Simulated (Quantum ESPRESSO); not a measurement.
# O K ELNES/XANES of Ho2BiO2 (I4/mmm) from DFT, part 2 of 3

What does one-electron theory with a core hole give for the O K edge of Ho2BiO2 (I4/mmm)?

Quantum ESPRESSO 7.5; X-ray absorption near-edge structure, plane-wave PAW LDA, one-electron final states by a Lanczos continued fraction.

So far. Step 2 (The field without a hole): The mesh shows no gap, so the system is treated as a metal and the core electron is put at the Fermi level (neutral cell). Step 3 (Spectrum without a core hole, ): The time allowed ran out, so this step gives no result.

## 6. Supercell with XCH, O atom 4

Level of this step: plane-wave PAW DFT, LDA, scalar-relativistic, self-consistent field (Quantum ESPRESSO).

The holes are 5.4 Å apart. The excited electron is kept in the cell, where it fills the lowest empty states and screens the hole.

The absorber has 4 Ho at 2.21 Å (distorted tetrahedral, site symmetry -4m2).

File scf.in:

```
&control
   calculation='scf', prefix='x', pseudo_dir='../pp', outdir='tmp', tprnfor=.true.
/
&system
   ibrav=0, nat=10, ntyp=4, nbnd=61
   ecutwfc=50, ecutrho=510
   occupations='smearing', smearing='mv', degauss=0.015
/
&electrons
   conv_thr=1.0e-07, electron_maxstep=120
   mixing_beta=0.5
/
ATOMIC_SPECIES
Bi 1.0 Bi.lda-dn-kjpaw.UPF
Ho 1.0 Ho.lda-spdn-kjpaw.UPF
O0 1.0 O.lda-n-kjpaw-1sch.UPF
O 1.0 O.lda-n-kjpaw.UPF
CELL_PARAMETERS angstrom
  3.83980342 -3.83980342 0.00000000
  3.83980342 3.83980342 0.00000000
  -1.91990171 1.91990171 6.69739215
ATOMIC_POSITIONS crystal
Bi   0.00000000 0.00000000 0.00000000
Bi   0.50000000 0.50000000 0.00000000
Ho   0.33134614 0.00000000 0.66269228
Ho   0.83134614 0.50000000 0.66269228
Ho   0.66865386 0.00000000 0.33730772
Ho   0.16865386 0.50000000 0.33730772
O0   0.50000000 0.25000000 0.50000000
O    0.00000000 0.75000000 0.50000000
O    0.00000000 0.25000000 0.50000000
O    0.50000000 0.75000000 0.50000000
K_POINTS automatic
5 5 5 0 0 0
```

On the command line:

```sh
> OMP_NUM_THREADS=1 mpirun --oversubscribe --bind-to none -np 4 pw.x -nk 4 -in scf.in > scf.out
```

The program printed:

```text
     [... banner and references ...]
[banner, memory and clock lines left out]
using ibrav=0 with symmetry is DISCOURAGED, use correct ibrav instead

     G-vector sticks info

     bravais-lattice index     =            0
     lattice parameter (alat)  =      10.2618  a.u.
     unit-cell volume          =    1332.7550 (a.u.)^3
     number of atoms/cell      =           10
     number of atomic types    =            4
     number of electrons       =        99.00
     number of Kohn-Sham states=           61
     kinetic-energy cutoff     =      50.0000  Ry
     charge density cutoff     =     510.0000  Ry
     scf convergence threshold =      1.0E-07
     mixing beta               =       0.5000
     number of iterations used =            8  plain     mixing
     Exchange-correlation= SLA  PZ   NOGX NOGC
                           (   1   1   0   0   0   0   0)

     celldm(1)=  10.261784  celldm(2)=   0.000000  celldm(3)=   0.000000
     celldm(4)=   0.000000  celldm(5)=   0.000000  celldm(6)=   0.000000

     crystal axes: (cart. coord. in units of alat)
               a(1) = (   0.707107  -0.707107   0.000000 )
               a(2) = (   0.707107   0.707107   0.000000 )
               a(3) = (  -0.353553   0.353553   1.233337 )

     reciprocal axes: (cart. coord. in units 2 pi/alat)
               b(1) = (  0.707107 -0.707107  0.405404 )
               b(2) = (  0.707107  0.707107  0.000000 )
               b(3) = ( -0.000000  0.000000  0.810808 )

     PseudoPot. #1 for Bi:     Pseudo is Projector augmented-wave + core cor, Zval = 15.0

     PseudoPot. #2 for Ho:     Pseudo is Projector augmented-wave + core cor, Zval = 11.0

[...]
End of self-consistent calculation

          k = 0.0000 0.0000 0.0000 (  8005 PWs)   bands (ev):

   -38.3151 -38.2699 -38.2697 -38.2575 -15.2981 -14.0646 -13.8564 -13.4008
   -13.3983 -13.2824 -13.2008 -13.1888 -13.1046 -13.0195 -13.0192 -13.0117
   -11.3578 -10.2628 -10.2465 -10.2404 -10.2391 -10.2330 -10.2247 -10.2245
   -10.2144 -10.2012 -10.1712  -7.6567  -6.9377  -6.6976   0.6706   1.0225
     1.0454   1.1749   2.1242   4.7763   4.7971   4.8914   5.8822   5.8978
     6.1757   6.8900   7.1764   7.1797   8.8117   8.8552   9.7999  10.2545
    12.3508  12.4948  12.5259  12.9301  12.9832  13.1184  13.3150  13.4045
    13.6031  14.0599  14.4704  14.6225  15.6312

     [... bands of 26 further k-points ...]

     the Fermi energy is    12.1780 ev

!    total energy              =   -4288.69641749 Ry
     total all-electron energy =   -187504.954653 Ry
     estimated scf accuracy    <       0.00000008 Ry
     smearing contrib. (-TS)   =       0.00031953 Ry
     internal energy E=F+TS    =   -4288.69673702 Ry

     The total energy is F=E-TS. E is the sum of the following terms:
     one-electron contribution =    -222.42865742 Ry
     hartree contribution      =     173.90203771 Ry
     xc contribution           =    -327.73301463 Ry
     ewald contribution        =    -549.87221012 Ry
     one-center paw contrib.   =   -3362.56489256 Ry

     convergence has been achieved in  12 iterations

     Forces acting on atoms (cartesian axes, Ry/au):

     atom    1 type  1   force =     0.00000870    0.00000870    0.00000000
     atom    2 type  1   force =    -0.00000870   -0.00000870   -0.00000000
     atom    3 type  2   force =    -0.06988443    0.00094146    0.04353343
[...]
atom    9 type  4   force =     0.00000000    0.00000000    0.00000000
     atom   10 type  4   force =     0.00000000    0.00000000    0.00000000

     Total force =     0.164680     Total SCF correction =     0.000591

     XML data file, charge density, pseudopotentials, collected wavefunctions
```

Run time: 91 s. Hardware: 4 MPI ranks of Arm Neoverse V2, shared host; peak memory 0.44 GiB.

Energy with the hole: -2551134.872 eV, cores included.

## 7. Spectrum with XCH, O atom 4

The Lanczos recursion gives the spectrum without computing empty bands; each polarisation needs a run of its own on the full k mesh. xe0 is set between filled and empty states, and states below it are cut, here at the Fermi level, which holds the excited electron. The file of filecore holds the core orbital, taken from the hole-free data set.

File xspectra.in:

```
&input_xspectra
   calculation='xanes_dipole', edge='K'
   prefix='x', outdir='tmp', xiabs=3, xe0=12.178
   xonly_plot=.false., x_save_file='xanes.sav'
   xniter=3000, xcheck_conv=20, xerror=0.005
   xcoordcrys=.false., xepsilon(1)=1, xepsilon(2)=0, xepsilon(3)=0
/
&plot
   xnepoint=413, xemin=-10, xemax=45, terminator=.true., cut_occ_states=.true.
   xgamma=0.4
/
&pseudos
   filecore='../O.wfc'
/
&cut_occ
   cut_desmooth=0.1, cut_stepl=0.05, cut_stepu=0.05, cut_ierror=1e-5
/
6 6 6 0 0 0
```

xspectra_1.in, as its differences from xspectra.in of step 7:

```diff
@@ -5,3 +5,3 @@
    xniter=3000, xcheck_conv=20, xerror=0.005
-   xcoordcrys=.false., xepsilon(1)=1, xepsilon(2)=0, xepsilon(3)=0
+   xcoordcrys=.false., xepsilon(1)=0, xepsilon(2)=0, xepsilon(3)=1
 /
```

On the command line:

```sh
> OMP_NUM_THREADS=1 mpirun --oversubscribe --bind-to none -np 4 xspectra.x -nk 4 -in xspectra.in > xspectra.out
```

The program printed:

```text
     [... banner and references ...]
Reading input_file

     calculation: xanes_dipole

     xepsilon  [cartesian coordinates]:   1.000000   0.000000   0.000000

     xonly_plot: FALSE
        => complete calculation: Lanczos + spectrum plot

     filecore (core-wavefunction file): ../O.wfc

     main plot parameters:
        cut_occ_states: TRUE
        gamma_mode:  constant
        -> using xgamma [eV]:  0.40
        xemin [eV]: -10.00
        xemax [eV]:  45.00
        xnepoint:  413
        xe0 [eV]:  12.178000 (energy zero read in input file)

     WARNING: variable ef_r is obsolete

                      Reading SCF save directory: x.save

     tmp/x.save/

     Exchange-correlation= PZ
                           (   1   1   0   0   0   0   0)

     G-vector sticks info

                           Getting the Fermi energy

     From SCF save directory:
        ehomo [eV]:   12.5318 (highest occupied level)
        elumo [eV]:   12.5441 (lowest occupied level)
        ef    [eV]:   12.5318

     -> ef (in eV) will be written in x_save_file

                           Energy zero of the spectrum

     -> ef will NOT be used as energy zero of the spectrum
       (because xe0 read in input file)

     G-vector sticks info

     bravais-lattice index     =            0
     lattice parameter (alat)  =      10.2618  a.u.
     unit-cell volume          =    1332.7550 (a.u.)^3
     number of atoms/cell      =           10
     number of atomic types    =            4
     number of electrons       =        99.00
     number of Kohn-Sham states=           61
     kinetic-energy cutoff     =      50.0000  Ry
     charge density cutoff     =     510.0000  Ry
     Exchange-correlation= PZ
                           (   1   1   0   0   0   0   0)

     celldm(1)=  10.261784  celldm(2)=   0.000000  celldm(3)=   0.000000
     celldm(4)=   0.000000  celldm(5)=   0.000000  celldm(6)=   0.000000

     crystal axes: (cart. coord. in units of alat)
               a(1) = (   0.707107  -0.707107   0.000000 )
               a(2) = (   0.707107   0.707107   0.000000 )
               a(3) = (  -0.353553   0.353553   1.233337 )

     reciprocal axes: (cart. coord. in units 2 pi/alat)
               b(1) = (  0.707107 -0.707107  0.405404 )
               b(2) = (  0.707107  0.707107  0.000000 )
               b(3) = ( -0.000000  0.000000  0.810808 )

     PseudoPot. #1 for Bi:     Pseudo is Projector augmented-wave + core cor, Zval = 15.0

     PseudoPot. #2 for Ho:     Pseudo is Projector augmented-wave + core cor, Zval = 11.0

     ../pp/O.lda-n-kjpaw-1sch.UPF
     Pseudo is Projector augmented-wave + core cor, Zval =  7.0
     Shape of augmentation charge: PSQ
     Using radial grid of 1095 points,  4 beta functions with:
                l(1) =   0
                l(2) =   0
                l(3) =   1
                l(4) =   1
     Q(r) pseudized with 0 coefficients

     ../pp/O.lda-n-kjpaw.UPF
     Pseudo is Projector augmented-wave + core cor, Zval =  6.0
     Shape of augmentation charge: PSQ
     Using radial grid of 1095 points,  4 beta functions with:
                l(1) =   0
                l(2) =   0
                l(3) =   1
                l(4) =   1
     Q(r) pseudized with 0 coefficients

     atomic species   valence    mass     pseudopotential
     Bi               15.00     1.00000     Bi( 1.00)
     Ho               11.00     1.00000     Ho( 1.00)
     O0                7.00     1.00000     O ( 1.00)
     O                 6.00     1.00000     O ( 1.00)

      4 Sym. Ops. (no inversion) found

   Cartesian axes

     site n.     atom                  positions (alat units)
         1        Bi     tau(   1) = (   0.0000000   0.0000000   0.0000000  )
         2        Bi     tau(   2) = (   0.7071068   0.0000000   0.0000000  )
         3        Ho     tau(   3) = (   0.0000000  -0.0000000   0.8173229  )
         4        Ho     tau(   4) = (   0.7071068   0.0000000   0.8173229  )
         5        Ho     tau(   5) = (   0.3535534  -0.3535534   0.4160141  )
         6        Ho     tau(   6) = (   0.3535534   0.3535534   0.4160141  )
         7        O0     tau(   7) = (   0.3535534   0.0000000   0.6166685  )
         8        O      tau(   8) = (   0.3535534   0.7071068   0.6166685  )
         9        O      tau(   9) = (   0.0000000   0.3535534   0.6166685  )
        10        O      tau(  10) = (   0.7071068   0.3535534   0.6166685  )

     number of k points=   216  Marzari-Vanderbilt smearing, width (Ry)=  0.0150

     Number of k-points >= 100: set verbosity='high' to print them.

     Dense  grid:   259091 G-vectors     FFT dimensions: (  80,  80, 100)

     Smooth grid:    63725 G-vectors     FFT dimensions: (  48,  48,  64)

     The potential is recalculated from file :
     tmp/x.save/charge-density

     Starting wfcs are   86 atomic wfcs
     Checking if some PAW data can be deallocated...

               Reading core wavefunction file for the absorbing atom

     ../O.wfc successfully read

                              Attributing the PAW radii
                     for the absorbing atom [units: Bohr radius]

        PAW proj 1: r_paw(l= 0)= 1.95  (1.5*r_cut)
        PAW proj 2: r_paw(l= 0)= 1.95  (1.5*r_cut)
        PAW proj 3: r_paw(l= 1)= 2.03  (1.5*r_cut)
        PAW proj 4: r_paw(l= 1)= 2.03  (1.5*r_cut)

        NB: The calculation will not necessary use all these r_paw values.
            - For a edge in the electric-dipole approximation,
              only the r_paw(l=1) values are used.
            - For a K edge in the electric-quadrupole approximation,
              only the r_paw(l=2) values are used.

            - For a L2 or L3 edge in the electric-quadrupole approximation,

              all projectors (s, p and d) are used.

                          Starting XANES calculation
                     in the electric dipole approximation

     Method of calculation based on the Lanczos recursion algorithm
        - STEP 1: Construction of a kpoint-dependent Lanczos basis,
          in which the Hamiltonian is tridiagonal (each 'iter'
          corresponds to the calculation of one more Lanczos vector)
        - STEP 2: Calculation of the cross-section as a continued fraction
          averaged over the k-points.

     ... Begin STEP 1 ...

        Radial transition matrix element(s) used in the calculation of the
        initial vector of the Lanczos basis (|tilde{phi}_abs> normalized)
        | For PAW proj. (l=1) #1: radial matrix element =   0.161351071
        | For PAW proj. (l=1) #2: radial matrix element =   0.207521030

NB: the    54 k-point are not all listed below because npool=  4
        |-------------------------------------------------------------
        ! k-point #     1:  ( 0.0000,  0.0000,  0.0000),  0.0093,   1
        |-------------------------------------------------------------
 okvan= T
        |   Norm of the initial Lanczos vector: 0.11108162E+00
        |   Estimated error at iter     20:   1.00524231
        |   Estimated error at iter     40:   0.53569163
        |   Estimated error at iter     60:   0.11662521
        |   Estimated error at iter     80:   0.14784768
        |   Estimated error at iter    100:   0.03951559
[...]
!   => CONVERGED at iter    360 with error=  0.00125345
        |-------------------------------------------------------------
        ! k-point #     2:  ( 0.0000,  0.0000,  0.1351),  0.0093,   1
        |-------------------------------------------------------------
 okvan= T
        |   Norm of the initial Lanczos vector: 0.11106867E+00
[...]
!   => CONVERGED at iter    240 with error=  0.00374512
        |-------------------------------------------------------------
     [... 51 further k-points ...]
        ! k-point #    54:  ( 0.3536,  0.1179,  0.7432),  0.0093,   1
        |-------------------------------------------------------------
 okvan= T
        |   Norm of the initial Lanczos vector: 0.11106858E+00
[...]
|   Estimated error at iter    320:   0.01112221
        |   Estimated error at iter    340:   0.01242608
        |   Estimated error at iter    360:   0.01237969
        !   => CONVERGED at iter    380 with error=  0.00425495

     Results of STEP 1 successfully written in x_save_file
     x_save_file name:
     ->  xanes.sav
     x_save_file version:  2

     ... End STEP 1 ...

     ... Begin STEP 2 ...

     The spectrum is calculated using the following parameters:
        xe0 [eV]:   12.1780
        the occupied states are elimintate from the spectrum
        xemin [eV]: -10.00
        xemax [eV]:  45.00
        xnepoint:  413
        constant broadening parameter [eV]:    0.400
        Core level energy [eV]:  -543.1
         (from electron binding energy of neutral atoms in X-ray data booklet)

     Cross-section successfully written in xanes.dat

     ... End STEP 2 ...

                                END JOB XSpectra
```

Run time: 6 min. Hardware: 4 MPI ranks; peak memory 0.32 GiB.

The O K spectrum, O atom 4, excited-electron core hole (neutral cell) (energy from the energy zero of the input (xe0, at the border of filled and empty states); intensity scaled to a mean of 1 over the first 20 eV; the points at xe0, where the cut of filled states can leave a spike, are interpolated; polarised curves are means over the symmetry-equivalent atoms):

```csv
E (eV),isotropic,ε ⊥ c,ε ∥ c
-2.0,0.07,0.07,0.08
-0.5,0.20,0.19,0.24
1.0,1.49,1.18,2.09
2.5,1.15,1.03,1.38
4.0,1.98,1.94,2.05
5.5,1.21,1.38,0.86
7.0,0.78,0.79,0.75
8.5,0.80,0.97,0.47
10.0,1.11,1.24,0.86
11.5,1.04,1.23,0.65
13.0,0.92,0.94,0.88
14.5,0.73,0.69,0.81
16.0,0.66,0.61,0.76
17.5,0.76,0.75,0.78
19.0,0.67,0.61,0.81
20.5,0.69,0.54,0.99
22.0,0.66,0.54,0.89
23.5,0.72,0.71,0.74
25.0,0.70,0.73,0.64
26.5,0.58,0.61,0.53
28.0,0.61,0.62,0.57
29.5,0.68,0.65,0.73
31.0,0.72,0.79,0.58
```

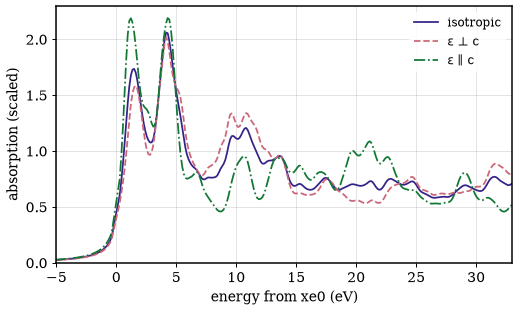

The O K edge, O atom 4, excited-electron core hole (neutral cell): main maxima at 1.5, 4.2 and 10.8 eV.

Main maxima below 24 eV (height): 1.5 eV (1.74), 4.2 eV (2.06), 10.8 eV (1.21), 13.6 eV (0.96), 17.5 eV (0.76) and 22.8 eV (0.75). A K edge sees empty p states on the absorber.

The total-energy difference is 534.88 eV. One term is added: -8.83 eV, since the hole is spin-paired here and a spin-polarised one costs that much less in the free atom (computed apart). The photon energy is then 526.05 eV. The functional leaves an error in such absolute values: in the free atom LDA prices this hole 4.1 eV below PBE (computed apart), and PBE is itself good to a few eV.

## 8. Another broadening

The final state's lifetime shortens with energy, so measured features broaden above the edge; the saved Lanczos coefficients are redrawn with a width that grows.

File xspectra_plot.in:

```
&input_xspectra
   calculation='xanes_dipole', edge='K'
   prefix='x', outdir='tmp', xiabs=3, xe0=12.178
   xonly_plot=.true., x_save_file='xanes.sav'
   xniter=3000, xcheck_conv=20, xerror=0.005
   xcoordcrys=.false., xepsilon(1)=1, xepsilon(2)=0, xepsilon(3)=0
/
&plot
   xnepoint=413, xemin=-10, xemax=45, terminator=.true., cut_occ_states=.true.
   gamma_mode='variable', gamma_energy(1)=4, gamma_energy(2)=25, gamma_value(1)=0.3, gamma_value(2)=2.5
/
&pseudos
   filecore='../O.wfc'
/
&cut_occ
   cut_desmooth=0.1, cut_stepl=0.05, cut_stepu=0.05, cut_ierror=1e-5
/
6 6 6 0 0 0
```

On the command line:

```sh
> OMP_NUM_THREADS=1 xspectra.x -in xspectra_plot.in > xspectra_plot.out
```

The program printed:

```text
     [... banner and references ...]
Reading input_file
     -------------------------------------------------------------------------

     calculation: xanes_dipole

     xonly_plot: TRUE
        => only the spectrum plot

     main plot parameters:
        cut_occ_states: TRUE
        gamma_mode:  variable
        -> first, constant up to point ( 4.00, 0.30) [eV]
        -> then, linear up to point (25.00, 2.50) [eV]
        -> finally, constant up to xemax
        xemin [eV]: -10.00
        xemax [eV]:  45.00
        xnepoint:  413
[...]
xemin [eV]: -10.00
        xemax [eV]:  45.00
        xnepoint:  413
        energy-dependent broadening parameter:
         -> first, constant up to point ( 4.00, 0.30) [eV]
         -> then, linear up to point (25.00, 2.50) [eV]
         -> finally, constant up to xemax
        Core level energy [eV]:  -543.1
         (from electron binding energy of neutral atoms in X-ray data booklet)

     Cross-section successfully written in xanes.dat

     -------------------------------------------------------------------------
                                END JOB XSpectra
     -------------------------------------------------------------------------
[key lines of the parts left out:]
Fermi level [eV]:  12.5318
```

Wall time 5.6 s (1 MPI rank); peak memory 0.05 GiB.

With a Lorentzian half width 0.3 eV up to 4 eV, rising linearly to 2.5 eV at 25 eV, the maxima are 1.5 eV (1.87), 4.2 eV (2.22) and 10.6 eV (1.05).

## 9. Spectrum with XCH, other settings, O atom 4

A test of how far the spectrum depends on this setting.

Changed against the first core-hole run: Lanczos tolerance from 0.005 to 0.1.

xspectra.in, as its differences from that of step 7:

```diff
@@ -4,3 +4,3 @@
    xonly_plot=.false., x_save_file='xanes.sav'
-   xniter=3000, xcheck_conv=20, xerror=0.005
+   xniter=3000, xcheck_conv=20, xerror=0.1
    xcoordcrys=.false., xepsilon(1)=1, xepsilon(2)=0, xepsilon(3)=0
@@ -17,2 +17,2 @@
 /
-6 6 6 0 0 0
+3 3 3 0 0 0
```

On the command line:

```sh
> OMP_NUM_THREADS=1 mpirun --oversubscribe --bind-to none -np 4 xspectra.x -nk 4 -in xspectra.in > xspectra.out
```

The program printed:

```text
     [... banner and references ...]
Reading input_file

     calculation: xanes_dipole

     xepsilon  [cartesian coordinates]:   1.000000   0.000000   0.000000

     xonly_plot: FALSE
        => complete calculation: Lanczos + spectrum plot

     filecore (core-wavefunction file): ../O.wfc

     main plot parameters:
        cut_occ_states: TRUE
        gamma_mode:  constant
        -> using xgamma [eV]:  0.40
        xemin [eV]: -10.00
        xemax [eV]:  45.00
        xnepoint:  413
        xe0 [eV]:  12.178000 (energy zero read in input file)

[...]
Results of STEP 1 successfully written in x_save_file
     x_save_file name:
     ->  xanes.sav
     x_save_file version:  2

     ... End STEP 1 ...

     ... Begin STEP 2 ...

     The spectrum is calculated using the following parameters:
        xe0 [eV]:   12.1780
        the occupied states are elimintate from the spectrum
        xemin [eV]: -10.00
        xemax [eV]:  45.00
        xnepoint:  413
        constant broadening parameter [eV]:    0.400
        Core level energy [eV]:  -543.1
         (from electron binding energy of neutral atoms in X-ray data booklet)

     Cross-section successfully written in xanes.dat

     ... End STEP 2 ...

                                END JOB XSpectra
```

It took 17 s on 4 MPI ranks; peak memory 0.32 GiB.

These settings depart from the first run's and aren't meant as converged.

This run also has another mesh (3×3×3 against 6×6×6), so the 17 % r.m.s. difference can't be laid on the changed setting alone. Another feature, at 2.4 eV (1.65), becomes the highest below 16 eV; the one at 4.2 eV is gone.

```csv
E (eV),first run,this run
-2.0,0.07,0.07
-0.5,0.20,0.19
1.0,1.49,1.03
2.5,1.15,1.65
4.0,1.98,1.58
5.5,1.21,1.17
7.0,0.78,0.87
8.5,0.80,0.88
10.0,1.11,1.05
11.5,1.04,1.08
13.0,0.92,0.94
14.5,0.73,0.81
16.0,0.66,0.69
17.5,0.76,0.67
19.0,0.67,0.69
20.5,0.69,0.76
22.0,0.66,0.71
23.5,0.72,0.73
25.0,0.70,0.66
26.5,0.58,0.62
28.0,0.61,0.63
29.5,0.68,0.66
31.0,0.72,0.70
```

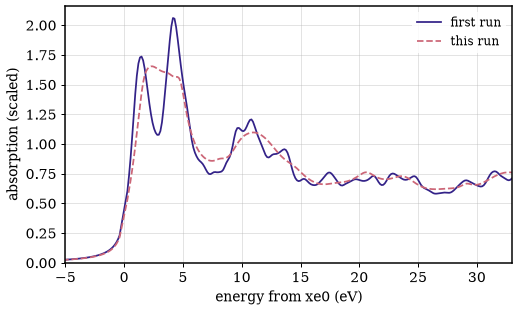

This run beside the first core-hole run.

(Continued in part 3 of 3.)

[Banner, clock and machine lines of the logs are left out without a mark of their own.]

[Logs are printed without paths, hosts, clocks, repeated set-up lines and the standing remarks that a program may print on its own settings, such as how far it seeks lower states.]

[Hosts, paths, dates, database ids (printed as entryN), source tags and the programs' standing remarks are cut or masked in the printed files.]

[Lists of maxima count a maximum above −3 eV only where it reaches 4 % of the highest in the window and stands out from its surroundings by 2 % of it (1.5 % where it reaches 55 %); shoulders and weaker maxima are passed over, and of the rest the first, up to two pre-edge ones and the few strongest are named.]
